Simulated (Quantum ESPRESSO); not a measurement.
## Magnetic state of two Fe on Si sites of Si, 2.35 Å apart from several starts

Aim: find out which collinear order of two Fe on Si sites of Si, 2.35 Å apart costs least.

Program: Quantum ESPRESSO 7.5. Level of theory: PBE with U = 4.5 eV on Fe d (ortho-atomic projectors); plane waves with GBRV 1.5 PBE potentials, no spin-orbit coupling. Results are calculated unless marked as measured.

## (1) The structure

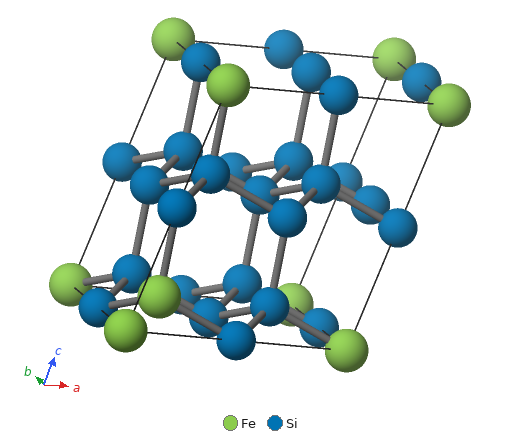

Start, viewed from a free direction; iron green, silicon blue. Bonds to atoms that aren't drawn are left out. Some periodic images of atoms are drawn too.

The cell holds 16 atoms: 2 Fe and 14 Si. Its edges and angles: a = 7.681 Å, b = 7.681 Å, c = 7.681 Å, α = 60.0°, β = 60.0°, γ = 60.0°. It derives from Si.

The lattice constants of the host were typed from memory of published values.

## (2) Run 1 (ferro ++)

The signs are those of the starting moments on the seeded atoms, the atoms that are given a moment.

Contents of pw.in:

```
&CONTROL
  calculation = 'scf'
  prefix = 'pwscf'
  outdir = './tmp'
  pseudo_dir = './pseudo'
  disk_io = 'nowf'
/
&SYSTEM
  ibrav = 0
  celldm(1) = 8
  nat = 16
  ntyp = 2
  ecutwfc = 40
  ecutrho = 280
  nbnd = 64
  occupations = 'smearing'
  smearing = 'fd'
  degauss = 0.00367493
  nspin = 2
  starting_magnetization(1) = 0.2188
  starting_magnetization(2) = 0
/
&ELECTRONS
  conv_thr = 3.2d-08
  electron_maxstep = 150
  mixing_beta = 0.3
/
ATOMIC_SPECIES
Fe     55.8450 fe_pbe_v1.5.uspp.F.UPF
Si     28.0850 si_pbe_v1.uspp.F.UPF
CELL_PARAMETERS alat
   0.0000000000000    1.2828878228553    1.2828878228553
   1.2828878228553    0.0000000000000    1.2828878228553
   1.2828878228553    1.2828878228553    0.0000000000000
ATOMIC_POSITIONS crystal
Fe      0.0000000000    0.0000000000    0.0000000000
Fe      0.1250000000    0.1250000000    0.1250000000
Si      0.0000000000    0.0000000000    0.5000000000
Si      0.1250000000    0.1250000000    0.6250000000
Si      0.0000000000    0.5000000000    0.0000000000
Si      0.1250000000    0.6250000000    0.1250000000
Si      0.0000000000    0.5000000000    0.5000000000
Si      0.1250000000    0.6250000000    0.6250000000
Si      0.5000000000    0.0000000000    0.0000000000
Si      0.6250000000    0.1250000000    0.1250000000
Si      0.5000000000    0.0000000000    0.5000000000
Si      0.6250000000    0.1250000000    0.6250000000
Si      0.5000000000    0.5000000000    0.0000000000
Si      0.6250000000    0.6250000000    0.1250000000
Si      0.5000000000    0.5000000000    0.5000000000
Si      0.6250000000    0.6250000000    0.6250000000
K_POINTS automatic
4 4 4 0 0 0
HUBBARD {ortho-atomic}
U Fe-3d 4.5000
```

Run with:

```console
> OMP_NUM_THREADS=1 mpirun -n 4 pw.x -nk 4 -in pw.in > pw.out
```

The program printed:

```text
Program PWSCF v.7.5 starts

     Message from routine setup:
     using ibrav=0 with symmetry is DISCOURAGED, use correct ibrav instead

     K-points division:     npool     =       4
     Subspace diagonalization in iterative solution of the eigenvalue problem:

     G-vector sticks info
     --------------------
     sticks:   dense  smooth     PW     G-vecs:    dense   smooth      PW
     Sum        4069    2335    649               171471    74129   10849

     Using Slab Decomposition

     bravais-lattice index     =            0
     lattice parameter (alat)  =       8.0000  a.u.
     unit-cell volume          =    2162.0514 (a.u.)^3
     number of atoms/cell      =           16
     number of atomic types    =            2
     number of electrons       =        88.00
     number of Kohn-Sham states=           64
     kinetic-energy cutoff     =      40.0000  Ry
     charge density cutoff     =     280.0000  Ry
     scf convergence threshold =      3.2E-08
     mixing beta               =       0.3000
     number of iterations used =            8  plain     mixing
     Exchange-correlation= SLA  PW   PBE  PBE
                           (   1   4   3   4   0   0   0)
     Hubbard projectors: ortho-atomic
     Hubbard parameters of DFT+U (Dudarev formulation) in eV:
     U(Fe-3d) =  4.5000

     Internal variables: lda_plus_u =T, lda_plus_u_kind = 0

     Internal variables: orbital_resolved =F, hub_pot_fix =F, apply_U = F

     celldm(1)=   8.000000  celldm(2)=   0.000000  celldm(3)=   0.000000
     celldm(4)=   0.000000  celldm(5)=   0.000000  celldm(6)=   0.000000

     crystal axes: (cart. coord. in units of alat)
               a(1) = (   0.000000   1.282888   1.282888 )
               a(2) = (   1.282888   0.000000   1.282888 )
               a(3) = (   1.282888   1.282888   0.000000 )

     reciprocal axes: (cart. coord. in units 2 pi/alat)
               b(1) = ( -0.389746  0.389746  0.389746 )
               b(2) = (  0.389746 -0.389746  0.389746 )
               b(3) = (  0.389746  0.389746 -0.389746 )

     PseudoPot. # 1 for Fe read from file:
     fe_pbe_v1.5.uspp.F.UPF
     Pseudo is Ultrasoft + core correction, Zval = 16.0
     Generated by new atomic code, or converted to UPF format
     Using radial grid of  861 points,  6 beta functions with:
                l(1) =   0
                l(2) =   0
                l(3) =   1
                l(4) =   1
                l(5) =   2
                l(6) =   2
     Q(r) pseudized with  8 coefficients,  rinner =    1.000   1.000   1.000
                                                       1.000   1.000

     PseudoPot. # 2 for Si read from file:
     si_pbe_v1.uspp.F.UPF
     Pseudo is Ultrasoft + core correction, Zval =  4.0
     Generated by new atomic code, or converted to UPF format
     Using radial grid of  899 points,  6 beta functions with:
                l(1) =   0
                l(2) =   0
                l(3) =   1
                l(4) =   1
                l(5) =   2
                l(6) =   2
     Q(r) pseudized with  8 coefficients,  rinner =    0.900   0.900   0.900
                                                       0.900   0.900

     atomic species   valence    mass     pseudopotential
     Fe               16.00    55.84500     Fe( 1.00)
     Si                4.00    28.08500     Si( 1.00)

     Starting magnetic structure
     atomic species   magnetization
     Fe              0.219
     Si              0.000

      6 Sym. Ops. (no inversion) found

   Cartesian axes

     site n.     atom                  positions (alat units)
         1        Fe     tau(   1) = (   0.0000000   0.0000000   0.0000000  )
         2        Fe     tau(   2) = (   0.3207220   0.3207220   0.3207220  )
         3        Si     tau(   3) = (   0.6414439   0.6414439   0.0000000  )
         4        Si     tau(   4) = (   0.9621659   0.9621659   0.3207220  )
         5        Si     tau(   5) = (   0.6414439   0.0000000   0.6414439  )
         6        Si     tau(   6) = (   0.9621659   0.3207220   0.9621659  )
         7        Si     tau(   7) = (   1.2828878   0.6414439   0.6414439  )
         8        Si     tau(   8) = (   1.6036098   0.9621659   0.9621659  )
         9        Si     tau(   9) = (   0.0000000   0.6414439   0.6414439  )
        10        Si     tau(  10) = (   0.3207220   0.9621659   0.9621659  )
        11        Si     tau(  11) = (   0.6414439   1.2828878   0.6414439  )
        12        Si     tau(  12) = (   0.9621659   1.6036098   0.9621659  )
        13        Si     tau(  13) = (   0.6414439   0.6414439   1.2828878  )
        14        Si     tau(  14) = (   0.9621659   0.9621659   1.6036098  )
        15        Si     tau(  15) = (   1.2828878   1.2828878   1.2828878  )
        16        Si     tau(  16) = (   1.6036098   1.6036098   1.6036098  )

     number of k points=    13  Fermi-Dirac smearing, width (Ry)=  0.0037
                       cart. coord. in units 2pi/alat
        k(    1) = (   0.0000000   0.0000000   0.0000000), wk =   0.0156250
        k(    2) = (   0.0974364   0.0974364  -0.0974364), wk =   0.0937500
        k(    3) = (  -0.1948728  -0.1948728   0.1948728), wk =   0.0468750
        k(    4) = (   0.1948728   0.0000000   0.0000000), wk =   0.0937500
        k(    5) = (  -0.0974364  -0.2923093   0.2923093), wk =   0.1875000
        [... 8 further k-points ...]

     Dense  grid:   171471 G-vectors     FFT dimensions: (  80,  80,  80)

     Smooth grid:    74129 G-vectors     FFT dimensions: (  60,  60,  60)

     Check: negative core charge=   -0.000008
     Generating pointlists ...
     new r_m :   0.2291 (alat units)  1.8332 (a.u.) for type    1
     new r_m :   0.2291 (alat units)  1.8332 (a.u.) for type    2

     Initial potential from superposition of free atoms

     starting charge      85.9906, renormalised to      88.0000

     STARTING HUBBARD OCCUPATIONS:

     =================== HUBBARD OCCUPATIONS ===================
     ------------------------ ATOM    1 ------------------------
     Tr[ns(  1)] (up, down, total) =   5.00000  0.00000  5.00000
     Atomic magnetic moment for atom   1 =   5.00000
     [... lines left out ...]
     ------------------------ ATOM    2 ------------------------
     Tr[ns(  2)] (up, down, total) =   5.00000  0.00000  5.00000
     Atomic magnetic moment for atom   2 =   5.00000
     [... lines left out ...]
     Number of occupied Hubbard levels =   10.0000

     Atomic wfc used for Hubbard projectors are orthogonalized

     Starting wfcs are   82 randomized atomic wfcs

     Self-consistent Calculation

     iteration #  1     ecut=    40.00 Ry     beta= 0.30
     Davidson diagonalization with overlap
     ethr =  1.00E-02,  avg # of iterations =  3.8

     =================== HUBBARD OCCUPATIONS ===================
     ------------------------ ATOM    1 ------------------------
     Tr[ns(  1)] (up, down, total) =   4.90283  3.56566  8.46849
     Atomic magnetic moment for atom   1 =   1.33717
     [... lines left out ...]
     ------------------------ ATOM    2 ------------------------
     Tr[ns(  2)] (up, down, total) =   4.90282  3.56553  8.46835
     Atomic magnetic moment for atom   2 =   1.33729
     [... lines left out ...]
     Number of occupied Hubbard levels =   16.9368

     total energy              =    -629.89880242 Ry
     estimated scf accuracy    <      12.25437000 Ry

     total magnetization       =     2.80 Bohr mag/cell
     absolute magnetization    =     3.39 Bohr mag/cell

     iteration #  2     ecut=    40.00 Ry     beta= 0.30
     Davidson diagonalization with overlap
     ethr =  1.00E-02,  avg # of iterations =  3.0

     total energy              =    -628.48987657 Ry
     estimated scf accuracy    <      77.80732032 Ry

     total magnetization       =     0.32 Bohr mag/cell
     absolute magnetization    =     0.65 Bohr mag/cell

     iteration #  3     ecut=    40.00 Ry     beta= 0.30
     Davidson diagonalization with overlap
     ethr =  1.00E-02,  avg # of iterations =  4.0

     total energy              =    -633.98911798 Ry
     estimated scf accuracy    <       1.41415982 Ry

     total magnetization       =     2.98 Bohr mag/cell
     absolute magnetization    =     4.18 Bohr mag/cell

     [... further iterations left out ...]

     iteration # 27     ecut=    40.00 Ry     beta= 0.30
     Davidson diagonalization with overlap
     ethr =  5.55E-10,  avg # of iterations =  2.8

     total energy              =    -634.35634414 Ry
     estimated scf accuracy    <       0.00000009 Ry

     total magnetization       =     6.22 Bohr mag/cell
     absolute magnetization    =     6.88 Bohr mag/cell

     iteration # 28     ecut=    40.00 Ry     beta= 0.30
     Davidson diagonalization with overlap
     ethr =  9.90E-11,  avg # of iterations =  2.6

     total energy              =    -634.35634423 Ry
     estimated scf accuracy    <       0.00000005 Ry

     total magnetization       =     6.22 Bohr mag/cell
     absolute magnetization    =     6.88 Bohr mag/cell

     iteration # 29     ecut=    40.00 Ry     beta= 0.30
     Davidson diagonalization with overlap
     ethr =  5.77E-11,  avg # of iterations =  2.5

     total energy              =    -634.35634426 Ry
     estimated scf accuracy    <       0.00000004 Ry

     total magnetization       =     6.22 Bohr mag/cell
     absolute magnetization    =     6.88 Bohr mag/cell

     iteration # 30     ecut=    40.00 Ry     beta= 0.30
     Davidson diagonalization with overlap
     ethr =  4.15E-11,  avg # of iterations =  2.5

     Magnetic moment per site  (integrated on atomic sphere of radius R)
     atom   1 (R=0.229)  charge= 14.1009  magn=  2.9389
     atom   2 (R=0.229)  charge= 14.1010  magn=  2.9387
     atom   3 (R=0.229)  charge=  1.8195  magn= -0.0281
     atom   4 (R=0.229)  charge=  1.8195  magn= -0.0281
     atom   5 (R=0.229)  charge=  1.8195  magn= -0.0281
     atom   6 (R=0.229)  charge=  1.8195  magn= -0.0281
     atom   7 (R=0.229)  charge=  1.8177  magn=  0.0085
     atom   8 (R=0.229)  charge=  1.8177  magn=  0.0085
     atom   9 (R=0.229)  charge=  1.8195  magn= -0.0281
     atom  10 (R=0.229)  charge=  1.8195  magn= -0.0281
     atom  11 (R=0.229)  charge=  1.8177  magn=  0.0085
     atom  12 (R=0.229)  charge=  1.8177  magn=  0.0085
     atom  13 (R=0.229)  charge=  1.8177  magn=  0.0085
     atom  14 (R=0.229)  charge=  1.8177  magn=  0.0085
     atom  15 (R=0.229)  charge=  1.8243  magn= -0.0011
     atom  16 (R=0.229)  charge=  1.8243  magn= -0.0011

     End of self-consistent calculation

     =================== HUBBARD OCCUPATIONS ===================
     ------------------------ ATOM    1 ------------------------
     Tr[ns(  1)] (up, down, total) =   4.76107  1.63250  6.39357
     Atomic magnetic moment for atom   1 =   3.12857
     [... lines left out ...]
     ------------------------ ATOM    2 ------------------------
     Tr[ns(  2)] (up, down, total) =   4.76103  1.63266  6.39369
     Atomic magnetic moment for atom   2 =   3.12837
     [... lines left out ...]
     Number of occupied Hubbard levels =   12.7873

     [... lines left out ...]
     the Fermi energy is     6.4590 ev

!    total energy              =    -634.35634431 Ry
     estimated scf accuracy    <       0.00000002 Ry
     smearing contrib. (-TS)   =      -0.00198957 Ry
     internal energy E=F+TS    =    -634.35435473 Ry

     The total energy is F=E-TS. E is the sum of the following terms:
     one-electron contribution =    -508.54060578 Ry
     hartree contribution      =     285.92420394 Ry
     xc contribution           =    -118.67726428 Ry
     ewald contribution        =    -293.39736854 Ry
     Hubbard energy            =       0.33667993 Ry

     total magnetization       =     6.22 Bohr mag/cell
     absolute magnetization    =     6.88 Bohr mag/cell

     convergence has been achieved in  30 iterations

=------------------------------------------------------------------------------=
   JOB DONE.
=------------------------------------------------------------------------------=
```

Run time: 12 min. Hardware: 4 MPI ranks of Intel Xeon at 2.50GHz (Skylake/Cascade Lake), shared host; peak memory 1.6 GiB.

Spin moment in the atom's sphere by atom:

| atom | spin moment in the atom's sphere (μB) |
| --- | --- |
| Fe1 | 2.94 |
| Fe2 | 2.94 |
| Si3 | -0.03 |
| Si4 | -0.03 |
| Si5 | -0.03 |
| Si6 | -0.03 |
| Si7 | 0.01 |
| Si8 | 0.01 |
| Si9 | -0.03 |
| Si10 | -0.03 |
| Si11 | 0.01 |
| Si12 | 0.01 |
| Si13 | 0.01 |
| Si14 | 0.01 |
| Si15 | 0.00 |
| Si16 | 0.00 |

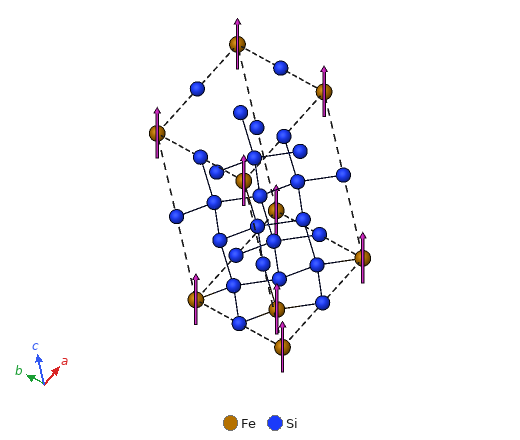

Spin moment in the atom's sphere as arrows, the longest 2.94 μB. Up and down stand for the sign. Arrows give size and sign along the axis of quantisation, drawn up and down the page. Bonds to atoms that aren't drawn are left out. Some periodic images of atoms are drawn too.

This step gave:

| Item | Value |
| --- | --- |
| smearing term TS | 0.02707 eV |
| magnetization | 6.221 μB |
| absolute magnetization | 6.884 μB |
| final state | ferromagnetic |

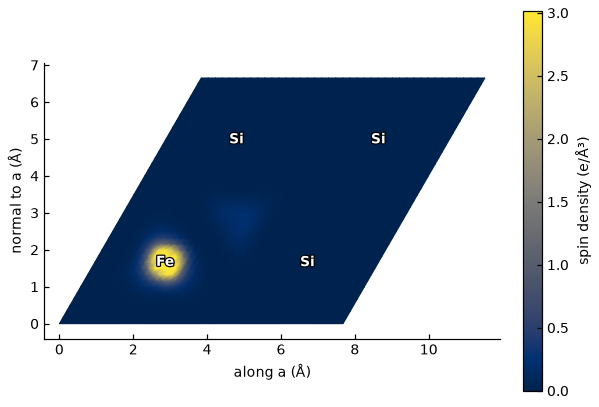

Spin density in the ac plane at fractional y = 0.000, with atoms of Fe and Si within 0.2 Å of it. The map starts off the cell's origin, so that atoms lie inside it.

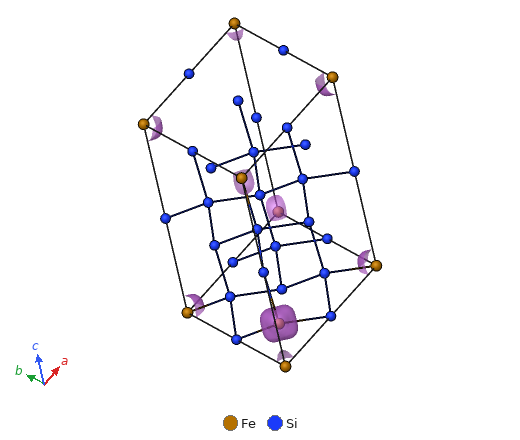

Surface of spin density = 0.41 e/Å³, which holds about 70 % of the integral of its size. Bonds to atoms that aren't drawn are left out.

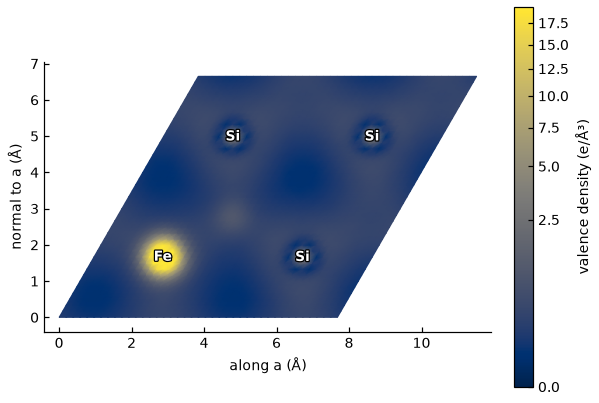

Valence density in the ac plane at fractional y = 0.000, with atoms of Fe and Si within 0.2 Å of it. It is the smooth field of the valence electrons, not physical close to the nuclei. The map starts off the cell's origin, so that atoms lie inside it. The colour scale is stretched toward low values.

(Part 1 of 2 ends here.)

[Logs and program files are shortened in this print: banners, set-up blocks, solver, clock and traceback lines can be left out without a mark of their own.]

[Logs are printed without paths, hosts, clocks, repeated set-up lines and the standing remarks that a program may print on its own settings, such as how far it seeks lower states.]

[Hosts, paths, dates, database ids (printed as entryN), source tags and the programs' standing remarks are cut or masked in the printed files.]

[Where a cell is said to come from a database of computed structures, the database is the Materials Project.]
